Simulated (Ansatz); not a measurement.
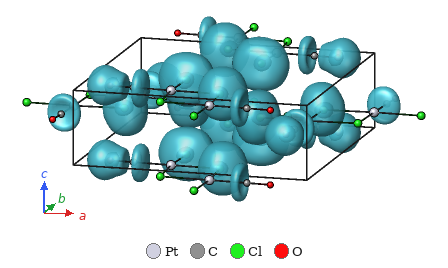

The picture shows: PtCCl2O. Isosurface of the electron localisation function at 0.7 (cyan), seen slightly off an axis. Only the valence region is drawn (cores and ρ < 0.01 e/Å³ removed). Sticks mark near contacts.

Space group P4₂/m.

Level of theory: Ansatz 0.2.0, DFT, PBE, plane-wave PAW, default files, with spin-orbit coupling.

Where are the electrons localised?

At this value the surface marks out four lobes of the valence shell of C pointing towards Pt (polar bonds), four regions on O in which the atom's valence shell and bonds are merged and eight regions wrapped around Cl (the valence shell of each), counted in one cell of 20 atoms. Any copies at cell faces, edges or corners count once. Along the contacts the grid gives the following. C–O (1.15 Å): the ELF peaks at about 0.85 between the atoms (inside overlapping PAW spheres, so only a guide): a short, multiple covalent bond. Pt–C (1.82 Å): the ELF peaks at about 0.90 in the valence shell of C, 0.5 Å from its nucleus, and is about 0.30 at the midpoint.
